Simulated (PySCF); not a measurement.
# [Pb(NH2)]+: other functionals and bases at one geometry

How far do other levels of theory move the description of [Pb(NH2)]+, and what does each cost? The species was built from a template and needn't be a known compound.

Computed with PySCF 2.14.0. Level: several levels, as the steps say, no spin–orbit coupling.

3 further runs of the same task are left out: 2 for a known fault of the program, 1 that didn't finish.

## 1. Where the work starts

4 atoms, charge 1, spin multiplicity 1.

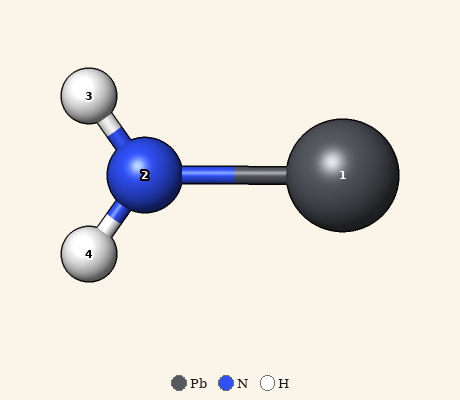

The geometry (lead dark grey, nitrogen blue, hydrogen white); atoms are numbered from 1 in the order of the file.

Coordinates:

```xyz
4

Pb    0.0000    0.0000   -0.0457
N     0.0000    0.0000    2.0366
H     0.8353    0.0000    2.6249
H    -0.8353    0.0000    2.6249
```

Formal oxidation states: Pb +2. An earlier session relaxed this geometry at PBE0, Pb def2-SVP with ECP60, N def2-SVP, H def2-SVP (singlet, point group C2v).

At PBE0 on the finer grid: E = -248.465953 Eh, HOMO -12.77 eV, LUMO -8.42 eV, Mulliken charge on Pb1 +1.10 e, largest force component 0.008 eV/Å. 

Levels to run: M06-L; HF; BLYP; r2SCAN; PBE0, TZVP; PBE0, x2c-SVP. Hardware: 2 threads of AMD EPYC 9R45 (Zen 5), shared host.

## 2. M06-L

Input file run.py (the lines that set the calculation):

```python
mol = gto.M(atom='''
Pb     0.00000     0.00000    -0.04566
N      0.00000     0.00000     2.03655
H      0.83530     0.00000     2.62491
H     -0.83530     0.00000     2.62491''',
    basis={'Pb': 'def2-SVP', 'N': 'def2-SVP', 'H': 'def2-SVP'},
    ecp={'Pb': 'def2-SVP'},
    charge=1, spin=0)
mf = dft.RKS(mol, xc='M06L')
mf.grids.atom_grid = (75, 302)
mf = mf.density_fit()  # fitting sets: Pb def2-universal-JKFIT, N def2-universal-JKFIT, H def2-universal-JKFIT
mf.conv_tol = 1e-08; mf.max_cycle = 55
mf.kernel(dm0)  # dm0: the density of the relaxed state
```

Launch:

```sh
$ OMP_NUM_THREADS=2 python run.py
```

Log:

```text
init E= -248.653714223777
  HOMO = -0.431145548532548  LUMO = -0.321764344740034  gap/eV = 2.97641
cycle= 1 E= -248.654969225547  delta_E= -0.00126  |g|= 0.0373  |ddm|= 0.143
  HOMO = -0.414209471738037  LUMO = -0.321915753008611  gap/eV = 2.51144
cycle= 2 E= -248.650411042849  delta_E= 0.00456  |g|= 0.13  |ddm|= 0.159
  HOMO = -0.425294120498192  LUMO = -0.320374434007912  gap/eV = 2.85501
cycle= 3 E= -248.65538785257  delta_E= -0.00498  |g|= 0.00327  |ddm|= 0.125
  HOMO = -0.425514426690009  LUMO = -0.320724564553029  gap/eV = 2.85148
cycle= 4 E= -248.655389757418  delta_E= -1.9e-06  |g|= 0.000557  |ddm|= 0.00556
  HOMO = -0.425502066538861  LUMO = -0.320626635991557  gap/eV = 2.85381
cycle= 5 E= -248.655389854154  delta_E= -9.67e-08  |g|= 0.00019  |ddm|= 0.0012
  HOMO = -0.425494980128448  LUMO = -0.320644584744434  gap/eV = 2.85312
cycle= 6 E= -248.655389868995  delta_E= -1.48e-08  |g|= 1.52e-05  |ddm|= 0.000309
  HOMO = -0.42549528282488  LUMO = -0.320643861369675  gap/eV = 2.85315
cycle= 7 E= -248.65538986906  delta_E= -6.49e-11  |g|= 1.72e-06  |ddm|= 1.82e-05
  HOMO = -0.425495552206163  LUMO = -0.32064348329453  gap/eV = 2.85317
Extra cycle  E= -248.655389869054  delta_E= 5.29e-12  |g|= 4.67e-06  |ddm|= 7.32e-06
converged SCF energy = -248.655389869054
```

It took 1.4 s on 2 threads of AMD EPYC 9R45 (Zen 5), shared host.

Result: E = -248.655390 Eh, HOMO -11.58 eV, LUMO -8.73 eV, Mulliken charge on Pb1 +1.15 e, largest force component 0.486 eV/Å. 

## 3. HF

run.py (the lines that set the calculation), as its differences from that of step 2:

```diff
@@ -8,4 +8,3 @@
     charge=1, spin=0)
-mf = dft.RKS(mol, xc='M06L')
-mf.grids.atom_grid = (75, 302)
+mf = scf.RHF(mol)
 mf = mf.density_fit()  # fitting sets: Pb def2-universal-JKFIT, N def2-universal-JKFIT, H def2-universal-JKFIT
```

Launch:

```sh
$ OMP_NUM_THREADS=2 python run.py
```

Log:

```text
init E= -247.158124882465
  HOMO = -0.57518053377405  LUMO = -0.195292024030984  gap/eV = 10.33729
cycle= 1 E= -247.170940485576  delta_E= -0.0128  |g|= 0.0403  |ddm|= 0.431
  HOMO = -0.573931509837392  LUMO = -0.203341874037804  gap/eV = 10.08426
cycle= 2 E= -247.171863804668  delta_E= -0.000923  |g|= 0.0122  |ddm|= 0.0958
  HOMO = -0.577069422605172  LUMO = -0.204030274332768  gap/eV = 10.15091
cycle= 3 E= -247.172042421185  delta_E= -0.000179  |g|= 0.00697  |ddm|= 0.0466
  HOMO = -0.576330522274276  LUMO = -0.204475987786118  gap/eV = 10.11868
cycle= 4 E= -247.172073908949  delta_E= -3.15e-05  |g|= 0.00329  |ddm|= 0.012
  HOMO = -0.577668462451662  LUMO = -0.204688706600896  gap/eV = 10.14930
cycle= 5 E= -247.172093244813  delta_E= -1.93e-05  |g|= 0.00141  |ddm|= 0.0132
  HOMO = -0.577748931799423  LUMO = -0.204626660078722  gap/eV = 10.15317
cycle= 6 E= -247.172095716089  delta_E= -2.47e-06  |g|= 0.000226  |ddm|= 0.00546
  HOMO = -0.577790198110177  LUMO = -0.204641284279971  gap/eV = 10.15390
cycle= 7 E= -247.172095768147  delta_E= -5.21e-08  |g|= 3.11e-05  |ddm|= 0.000833
  HOMO = -0.577790301883629  LUMO = -0.204643971525687  gap/eV = 10.15383
cycle= 8 E= -247.172095768794  delta_E= -6.47e-10  |g|= 4.84e-06  |ddm|= 7.62e-05
  HOMO = -0.577791717634485  LUMO = -0.204644024223201  gap/eV = 10.15387
Extra cycle  E= -247.172095768806  delta_E= -1.25e-11  |g|= 2.18e-06  |ddm|= 8.55e-06
converged SCF energy = -247.172095768806
```

Wall time 0.4 s (2 threads of AMD EPYC 9R45 (Zen 5), shared host).

Read off: E = -247.172096 Eh, HOMO -15.72 eV, LUMO -5.57 eV, Mulliken charge on Pb1 +1.26 e, largest force component 0.527 eV/Å. 

## 4. BLYP

run.py (the lines that set the calculation), as its differences from that of step 3:

```diff
@@ -8,3 +8,4 @@
     charge=1, spin=0)
-mf = scf.RHF(mol)
+mf = dft.RKS(mol, xc='BLYP')
+mf.grids.atom_grid = (75, 302)
 mf = mf.density_fit()  # fitting sets: Pb def2-universal-JKFIT, N def2-universal-JKFIT, H def2-universal-JKFIT
```

Launch:

```sh
$ OMP_NUM_THREADS=2 python run.py
```

Log:

```text
init E= -248.494000061783
  HOMO = -0.415564674651643  LUMO = -0.338788065621685  gap/eV = 2.08920
cycle= 1 E= -248.495432322904  delta_E= -0.00143  |g|= 0.064  |ddm|= 0.246
  HOMO = -0.447430620958352  LUMO = -0.333922154842339  gap/eV = 3.08872
cycle= 2 E= -248.476262584768  delta_E= 0.0192  |g|= 0.263  |ddm|= 0.346
  HOMO = -0.426230814044319  LUMO = -0.336719450038984  gap/eV = 2.43573
cycle= 3 E= -248.496705724658  delta_E= -0.0204  |g|= 0.0363  |ddm|= 0.213
  HOMO = -0.423327598254996  LUMO = -0.338389815005769  gap/eV = 2.31127
cycle= 4 E= -248.497262053941  delta_E= -0.000556  |g|= 0.00216  |ddm|= 0.0508
  HOMO = -0.423066868000289  LUMO = -0.338107633257851  gap/eV = 2.31186
cycle= 5 E= -248.497263180003  delta_E= -1.13e-06  |g|= 0.000376  |ddm|= 0.00383
  HOMO = -0.423051706071625  LUMO = -0.338114743309822  gap/eV = 2.31125
cycle= 6 E= -248.497263216914  delta_E= -3.69e-08  |g|= 4.75e-05  |ddm|= 0.000517
  HOMO = -0.423046010794554  LUMO = -0.338112775154228  gap/eV = 2.31115
cycle= 7 E= -248.497263217662  delta_E= -7.48e-10  |g|= 7.9e-06  |ddm|= 7.85e-05
  HOMO = -0.423043797648228  LUMO = -0.338112869544755  gap/eV = 2.31109
Extra cycle  E= -248.497263217503  delta_E= 1.59e-10  |g|= 2.49e-05  |ddm|= 2.76e-05
converged SCF energy = -248.497263217503
```

Run time: 1 s. Hardware: 2 threads of AMD EPYC 9R45 (Zen 5), shared host.

It gives: E = -248.497263 Eh, HOMO -11.51 eV, LUMO -9.20 eV, Mulliken charge on Pb1 +1.01 e, largest force component 0.856 eV/Å. 

## 5. r2SCAN

run.py (the lines that set the calculation), as its differences from that of step 4:

```diff
@@ -8,3 +8,3 @@
     charge=1, spin=0)
-mf = dft.RKS(mol, xc='BLYP')
+mf = dft.RKS(mol, xc='R2SCAN')
 mf.grids.atom_grid = (75, 302)
```

Launch:

```sh
$ OMP_NUM_THREADS=2 python run.py
```

Log:

```text
init E= -248.58727486046
  HOMO = -0.432956604482758  LUMO = -0.331278676039005  gap/eV = 2.76680
cycle= 1 E= -248.587595512715  delta_E= -0.000321  |g|= 0.0279  |ddm|= 0.124
  HOMO = -0.444578863917199  LUMO = -0.327319878834523  gap/eV = 3.19078
cycle= 2 E= -248.584990619721  delta_E= 0.0026  |g|= 0.098  |ddm|= 0.135
  HOMO = -0.435687249159351  LUMO = -0.328625013943261  gap/eV = 2.91331
cycle= 3 E= -248.587875750188  delta_E= -0.00289  |g|= 0.00771  |ddm|= 0.0876
  HOMO = -0.434998444724769  LUMO = -0.329146727735466  gap/eV = 2.88037
cycle= 4 E= -248.587901922929  delta_E= -2.62e-05  |g|= 0.000441  |ddm|= 0.0122
  HOMO = -0.434914187725555  LUMO = -0.329061934145178  gap/eV = 2.88039
cycle= 5 E= -248.587901965222  delta_E= -4.23e-08  |g|= 9.47e-05  |ddm|= 0.00074
  HOMO = -0.434918803964376  LUMO = -0.329057111395818  gap/eV = 2.88064
cycle= 6 E= -248.587901968147  delta_E= -2.92e-09  |g|= 1.32e-05  |ddm|= 0.000185
  HOMO = -0.434921883906274  LUMO = -0.329054858443708  gap/eV = 2.88079
Extra cycle  E= -248.587901967765  delta_E= 3.82e-10  |g|= 3.88e-05  |ddm|= 5.18e-05
converged SCF energy = -248.587901967765
```

It took 1.3 s on 2 threads of AMD EPYC 9R45 (Zen 5), shared host.

Result: E = -248.587902 Eh, HOMO -11.83 eV, LUMO -8.95 eV, Mulliken charge on Pb1 +1.08 e, largest force component 0.199 eV/Å. 

## 6. PBE0, TZVP

Basis: Pb def2-TZVP with ECP60, N def2-TZVP, H def2-TZVP. 

Input file run.py (the lines that set the calculation):

```python
mol = gto.M(atom='''
Pb     0.00000     0.00000    -0.04566
N      0.00000     0.00000     2.03655
H      0.83530     0.00000     2.62491
H     -0.83530     0.00000     2.62491''',
    basis={'Pb': 'def2-TZVP', 'N': 'def2-TZVP', 'H': 'def2-TZVP'},
    ecp={'Pb': 'def2-TZVP'},
    charge=1, spin=0)
mf = dft.RKS(mol, xc='PBE0')
mf.grids.atom_grid = (75, 302)
mf = mf.density_fit()  # fitting sets: Pb def2-universal-JKFIT, N def2-universal-JKFIT, H def2-universal-JKFIT
mf.conv_tol = 1e-08; mf.max_cycle = 55
mf.kernel(dm0)  # dm0: free metal ions and neutral atoms
```

Launch:

```sh
$ OMP_NUM_THREADS=2 python run.py
```

Log:

```text
init E= -251.575235930214
  HOMO = -0.401886341410449  LUMO = -0.35313454958064  gap/eV = 1.32660
cycle= 1 E= -244.991379165291  delta_E= 6.58  |g|= 3.17  |ddm|= 2.82
cycle= 2 E= -229.611898964741  delta_E= 15.4  |g|= 8.55  |ddm|= 6.67
  HOMO = -0.615190646669051  LUMO = -0.46024968747631  gap/eV = 4.21616
cycle= 3 E= -246.855774552515  delta_E= -17.2  |g|= 2.82  |ddm|= 5.47
  HOMO = -0.485993473525761  LUMO = -0.24455973095141  gap/eV = 6.56975
cycle= 4 E= -248.300236377003  delta_E= -1.44  |g|= 0.841  |ddm|= 1.94
  HOMO = -0.477773064211284  LUMO = -0.321986694104449  gap/eV = 4.23916
cycle= 5 E= -248.527326687981  delta_E= -0.227  |g|= 0.249  |ddm|= 1.57
  HOMO = -0.461436921176102  LUMO = -0.314167421335485  gap/eV = 4.00741
cycle= 6 E= -248.540198414396  delta_E= -0.0129  |g|= 0.0746  |ddm|= 0.359
  HOMO = -0.465806426150072  LUMO = -0.310583971626428  gap/eV = 4.22382
cycle= 7 E= -248.54072550244  delta_E= -0.000527  |g|= 0.0386  |ddm|= 0.0578
  HOMO = -0.469617710461186  LUMO = -0.310288041799296  gap/eV = 4.33558
cycle= 8 E= -248.541070730103  delta_E= -0.000345  |g|= 0.00803  |ddm|= 0.0224
  HOMO = -0.470500023728702  LUMO = -0.309981008252214  gap/eV = 4.36794
cycle= 9 E= -248.541087456008  delta_E= -1.67e-05  |g|= 0.000955  |ddm|= 0.00603
  HOMO = -0.470625302081565  LUMO = -0.309955102650598  gap/eV = 4.37206
cycle= 10 E= -248.541087720008  delta_E= -2.64e-07  |g|= 0.0002  |ddm|= 0.001
  HOMO = -0.47060330391742  LUMO = -0.309962423333321  gap/eV = 4.37126
cycle= 11 E= -248.541087730473  delta_E= -1.05e-08  |g|= 1.13e-05  |ddm|= 0.000198
  HOMO = -0.470601570159239  LUMO = -0.309963083791052  gap/eV = 4.37120
cycle= 12 E= -248.541087730512  delta_E= -3.97e-11  |g|= 1.57e-06  |ddm|= 2.03e-05
  HOMO = -0.470601794271808  LUMO = -0.309963004138423  gap/eV = 4.37120
Extra cycle  E= -248.541087730513  delta_E= -3.98e-13  |g|= 1.65e-06  |ddm|= 3.24e-06
converged SCF energy = -248.541087730513
```

Wall time 3 s (2 threads of AMD EPYC 9R45 (Zen 5), shared host).

It gives: E = -248.541088 Eh, HOMO -12.81 eV, LUMO -8.43 eV, Mulliken charge on Pb1 +1.16 e, largest force component 0.566 eV/Å. 

## 7. PBE0, x2c-SVP

Basis: Pb x2c-SVPall, N x2c-SVPall, H x2c-SVPall. All electrons are treated, with the spin-free X2C Hamiltonian.

Input file run.py (the lines that set the calculation):

```python
mol = gto.M(atom='''
Pb     0.00000     0.00000    -0.04566
N      0.00000     0.00000     2.03655
H      0.83530     0.00000     2.62491
H     -0.83530     0.00000     2.62491''',
    basis={'Pb': 'x2c-SVPall', 'N': 'x2c-SVPall', 'H': 'x2c-SVPall'},
    nucmod='G',
    charge=1, spin=0)
mf = dft.RKS(mol, xc='PBE0')
mf.grids.atom_grid = (99, 590)
mf = mf.density_fit()  # fitting sets: Pb AutoAux, N AutoAux, H AutoAux
mf = mf.sfx2c1e()
mf.conv_tol = 1e-08; mf.max_cycle = 55
mf.kernel(dm0)  # dm0: free metal ions and neutral atoms
```

Launch:

```sh
$ OMP_NUM_THREADS=2 python run.py
```

Log:

```text
init E= -20943.2560170391
  HOMO = -0.40207130182953  LUMO = -0.350629362771989  gap/eV = 1.39981
cycle= 1 E= -20936.5293308477  delta_E= 6.73  |g|= 3.11  |ddm|=  3.3
cycle= 2 E= -20922.2938524382  delta_E= 14.2  |g|= 7.35  |ddm|=  8.7
  HOMO = -0.631061026504038  LUMO = -0.412046625220653  gap/eV = 5.95969
cycle= 3 E= -20938.8022535264  delta_E= -16.5  |g|=  2.4  |ddm|= 7.46
  HOMO = -0.490466721392154  LUMO = -0.237166571261054  gap/eV = 6.89265
cycle= 4 E= -20940.0231647596  delta_E= -1.22  |g|= 0.623  |ddm|= 2.24
  HOMO = -0.472421555452184  LUMO = -0.320065358648253  gap/eV = 4.14582
cycle= 5 E= -20940.1588216088  delta_E= -0.136  |g|= 0.178  |ddm|= 1.17
  HOMO = -0.465356736934072  LUMO = -0.314427652438587  gap/eV = 4.10699
cycle= 6 E= -20940.1659754787  delta_E= -0.00715  |g|= 0.0427  |ddm|= 0.28
  HOMO = -0.465739297475502  LUMO = -0.311091384712759  gap/eV = 4.20818
cycle= 7 E= -20940.1660320879  delta_E= -5.66e-05  |g|= 0.0304  |ddm|= 0.0479
  HOMO = -0.468449249832755  LUMO = -0.310695901328382  gap/eV = 4.29269
cycle= 8 E= -20940.1662589019  delta_E= -0.000227  |g|= 0.00791  |ddm|= 0.0199
  HOMO = -0.469328394752839  LUMO = -0.310595168606357  gap/eV = 4.31935
cycle= 9 E= -20940.166275262  delta_E= -1.64e-05  |g|= 0.00141  |ddm|= 0.00634
  HOMO = -0.469482851757617  LUMO = -0.310513125889316  gap/eV = 4.32579
cycle= 10 E= -20940.1662758551  delta_E= -5.93e-07  |g|= 0.000134  |ddm|= 0.00159
  HOMO = -0.469479959571788  LUMO = -0.310515078045204  gap/eV = 4.32565
cycle= 11 E= -20940.1662758579  delta_E= -2.8e-09  |g|= 6.28e-05  |ddm|= 0.000134
  HOMO = -0.469456734197419  LUMO = -0.310521397249614  gap/eV = 4.32485
Extra cycle  E= -20940.1662758534  delta_E= 4.49e-09  |g|= 0.000146  |ddm|= 0.000195
converged SCF energy = -20940.1662758534
```

It took 7.8 s on 2 threads of AMD EPYC 9R45 (Zen 5), shared host.

It gives: E = -20940.166276 Eh, HOMO -12.77 eV, LUMO -8.45 eV, Mulliken charge on Pb1 +1.12 e, largest force component 0.303 eV/Å. 

## 8. All levels side by side

| level | state | HOMO (eV) | gap (eV) | charge on Pb1 (e) | dipole (D) | largest force (eV/Å) | basis functions | time |
| --- | --- | --- | --- | --- | --- | --- | --- | --- |
| PBE0 (relaxed here) | singlet | -12.77 | 4.35 | 1.10 | 0.99 | 0.01 | 50 | 1.4 s |
| M06-L | singlet | -11.58 | 2.85 | 1.15 | 0.77 | 0.49 | 50 | 1.4 s |
| HF | singlet | -15.72 | 10.15 | 1.26 | 0.27 | 0.53 | 50 | 0.4 s |
| BLYP | singlet | -11.51 | 2.31 | 1.01 | 1.41 | 0.86 | 50 | 1 s |
| r2SCAN | singlet | -11.83 | 2.88 | 1.08 | 1.17 | 0.20 | 50 | 1.3 s |
| PBE0, TZVP | singlet | -12.81 | 4.37 | 1.16 | 0.77 | 0.57 | 93 | 3 s |
| PBE0, x2c-SVP | singlet | -12.77 | 4.32 | 1.12 | 0.98 | 0.30 | 86 | 7.8 s |

Times are on 2 threads of AMD EPYC 9R45 (Zen 5), shared host; the first row also made further properties. The dipole of a charged species depends on the origin, so these sizes hold for this origin alone.

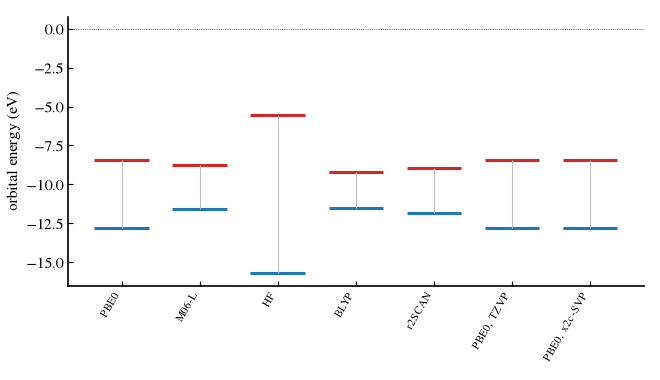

Highest filled and lowest empty level, method by method.

In one basis the HOMO–LUMO gap runs from 2.31 eV (BLYP) to 10.15 eV (HF). The largest leftover force, 0.86 eV/Å with BLYP, stands at a geometry relaxed at another level. The Mulliken charge on Pb spans +1.01 to +1.26 e over the levels. Total energies of different levels can't be compared. Spin–orbit coupling is left out throughout.
